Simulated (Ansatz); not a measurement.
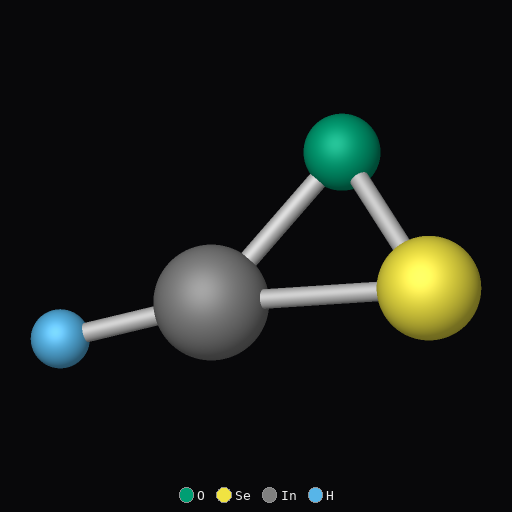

Every bond is drawn as one stick, whatever its order.

Question: Give the formula.

Answer: HInOSe, 4 atoms: 1 hydrogen, 1 indium, 1 oxygen and 1 selenium.

Question: Count the bonded pairs by element.

Answer: 1 O–Se, 1 In–Se, 1 In–O, 1 In–H.

More results for the same structure follow; atom numbers are the same in all pictures, views and colours differ. The computed structure is the end point of a PBE0-D4/def2-TZVP optimisation. No frequency run is at hand to confirm it as a minimum.

## Shape

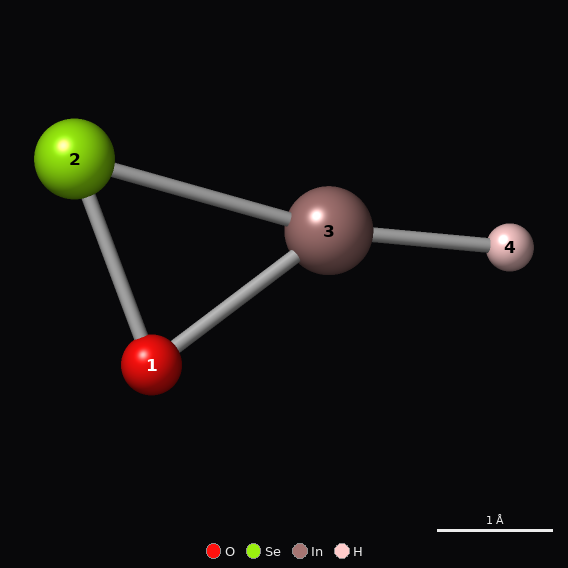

The atoms are numbered. No frequency run is at hand to confirm it as a minimum.

Which atoms are bonded, and how long are the bonds?

```tsv
bond	length (Å)
O1–Se2	1.916
O1–In3	2.026
Se2–In3	2.408
In3–H4	1.668
```

## Dipole moment

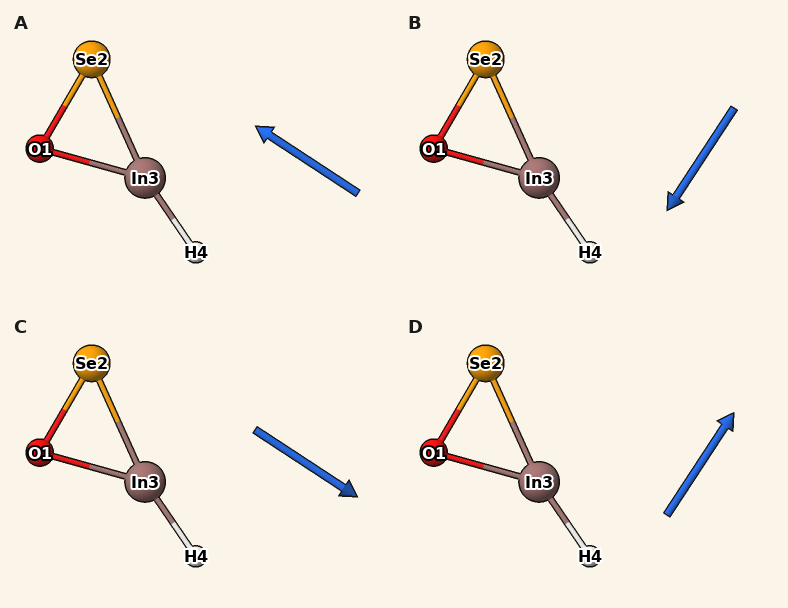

The same molecule four times, each with an arrow. No frequency run is at hand to confirm it as a minimum. Properties computed with RKS PBE0-D4/def2-TZVP, core potentials on In (Ansatz 0.2.0).

Question: Which arrow points along the dipole moment, from the negative to the positive end?

Answer: C. The dipole moment is 4.29 D; it points from the side of O1, Se2 to the side of H4 (the outermost atoms at the two ends).

## Electronic properties

No frequency run is at hand to confirm it as a minimum. Level of theory: RHF-CCSD(T), frozen core/def2-TZVPP, core potentials on In (Ansatz 0.2.0).

Question: Give the T1 diagnostic at this level.

Answer: 0.018.

## Charges

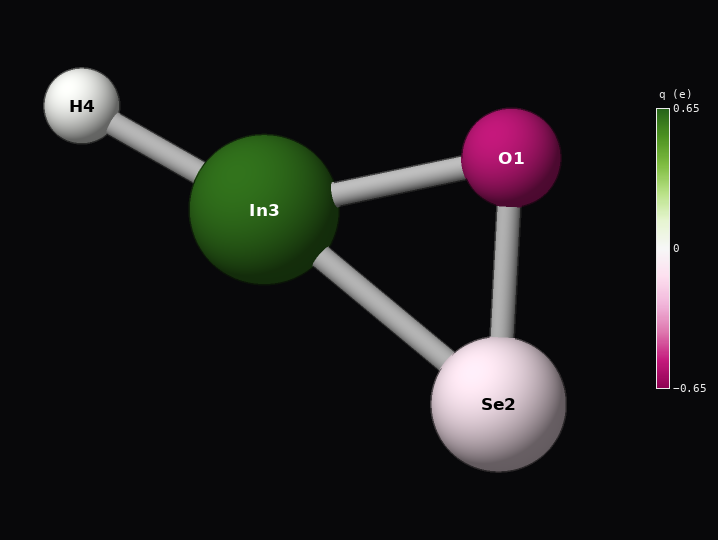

Atoms are coloured by their Mulliken charges. No frequency run is at hand to confirm it as a minimum. Method: RKS PBE0-D4/def2-TZVP, core potentials on In (Ansatz 0.2.0).

Question: Which atom carries the highest charge (most positive or least negative)?

Answer: In3 (0.62 e).

Question: And the lowest?

Answer: O1 (−0.54 e).

List the Mulliken charges.

| atom | value (e) |
| --- | --- |
| O1 | −0.54 |
| Se2 | −0.09 |
| In3 | 0.62 |
| H4 | 0.01 |

Mulliken values depend strongly on the basis set and can even reverse the polarity of a bond.
